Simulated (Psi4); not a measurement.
**BH2F− (SMILES [BH2-]F) in Psi4**

Wanted: the energy of BH2F−.

The calculation is run with Psi4 1.11.

8 further runs of the same task are left out: 7 that didn't finish, 1 set aside as unsound or not needed.

## (1) The system as given

BH2F− has 4 atoms, charge -1, and is taken as a doublet. As SMILES, `[BH2-]F`. The coordinates come from a GFN2-xTB relaxation.

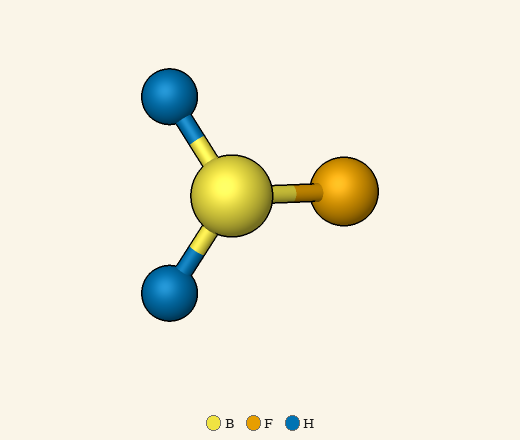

The structure, seen from a chosen angle (boron yellow, fluorine amber, hydrogen blue).

## (2) The job

Contents of bfh2.in:

```
memory 1.6 GB

molecule m {
  -1 2
  B     -0.16315895     0.57528932     0.19347016
  F      1.95002729    -0.88594140     1.38509366
  H     -2.15493029    -0.63054492     0.48412894
  H      0.36804306     0.94119699    -2.06267386
  units bohr
}

set {
  basis        6-311+G*
  reference    rohf
  scf_type     df
  freeze_core  true
  cc_type      df
  relativistic dkh
  dkh_order    3
}

E, wfn = energy('lccd', return_wfn=True)
```

On the command line:

```console
$ psi4 -i bfh2.in -o bfh2.out -n 1
```

bfh2.out:

```text
Psi4 1.11 release

psi4.driver.p4util.exceptions.MissingMethodError: Method=lccd is not available for any derivative level under conditions CC_TYPE=DF, REFERENCE=ROHF, FREEZE_CORE=TRUE, QC_MODULE=(auto). See Or did you mean? olccd ccd ccsd cc2 cc3 bccd lccsd

Printing out the relevant lines from the Psithon --> Python processed input file:
    core.set_global_option("SCF_TYPE", "df")
    core.set_global_option("FREEZE_CORE", "true")
    core.set_global_option("CC_TYPE", "df")
    core.set_global_option("RELATIVISTIC", "dkh")
    core.set_global_option("DKH_ORDER", 3)
--> E, wfn = energy('lccd', return_wfn=True)

!----------------------------------------------------------------------------------!
!                                                                                  !
!  Method=lccd is not available for any derivative level under conditions          !
!     CC_TYPE=DF, REFERENCE=ROHF, FREEZE_CORE=TRUE, QC_MODULE=(auto). See          !
! Or did you  !
!     mean? olccd ccd ccsd cc2 cc3 bccd lccsd                                      !
!                                                                                  !
!----------------------------------------------------------------------------------!

    Psi4 run time: 0:00:00.23
```

Run time: 2.2 s. Hardware: 1 thread of AMD EPYC 7R43 (Zen 3), shared host; peak memory 0.13 GiB.

## (3) What went wrong

The input was rejected.

The log says `Method=lccd is not available for any derivative level under conditions`. As typed, the program can't run this.
